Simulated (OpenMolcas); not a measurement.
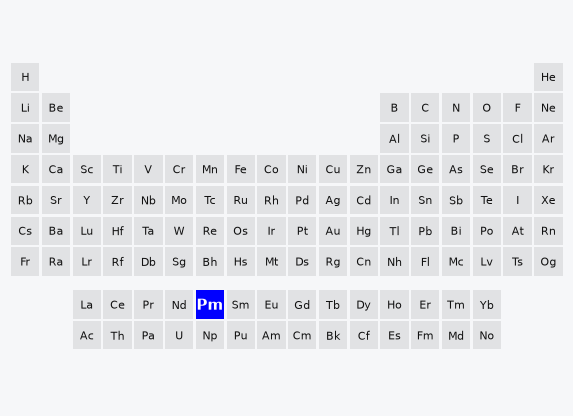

**Figure 1.** The place of promethium in the periodic table.

Pm²⁺: multiconfigurational calculation

System: Pm²⁺.
Method: state-averaged CASSCF, active space 5 electrons in the shell 4f, basis ANO-RCC-VTZP, DKH4 scalar Hamiltonian, spin-orbit coupling by RASSI with atomic mean-field integrals (OpenMolcas).

## Input
```
&GATEWAY
Coord
1

Pm 0.0 0.0 0.0
Basis=ANO-RCC-VTZP
Group=XYZ
NoMove
AngMom=0.0 0.0 0.0
AMFI
&SEWARD
Relativistic=R04O02
&RASSCF
FileOrb=start.orb
Symmetry=2
Spin=7
nActEl=5 0 0
Inactive=15 12
Ras2=0 7
CIRoot=21 21 1
SDav=21
CIMx=300
Iter=55 100
PrWF=0.3
OrbListing=Nothing
MaxOrb=0
Atom
>>> COPY $Project.JobIph JOB001
```

The file start.orb holds starting orbitals from an earlier step.

Command:
```bash
OMP_NUM_THREADS=1 MOLCAS_MEM=2252 MOLCAS_PROJECT=a pymolcas a.inp > a.log  # once for each step of the input, in one work folder
```

## The program's output (extracts)
```
--- SEWARD ---
Basis set label: PM.ANO-RCC...8S7P5D3F2G1H.

      Electronic valence basis set:
      ------------------
      Associated Effective Charge  61.000000 au
      Associated Actual Charge     61.000000 au
      Nuclear Model: Point charge

      Shell  nPrim  nBasis  Cartesian Spherical Contaminant
         s      25       8        X
         p      22       7        X
         d      15       5                 X
         f      11       3                 X
         g       4       2                 X
         h       2       1                 X
Relativistic=R04O02
                  Relativistic Douglas-Kroll-Hess integrals:
                    - DKH order of Hamiltonian: 4
                    - DKH order of Properties : 2
--- RASSCF ---

 Nr of active orbitals     NAC=   7
 Spin degeneracy         ISPIN=   7
 There can be no such wave function.
 ************************************************
--- Stop Module: rasscf at  /rc=_RC_INPUT_ERROR_ ---
.####################.
.# User input error #.
.####################.
```

## What the run reported

- outcome: refused by the program
- hardware: 1 CPU thread, shared host

## What went wrong

The input is odd on purpose: wrong spin. The program refused the input; the driver noted: RASSCF spin 6: _RC_INPUT_ERROR_.
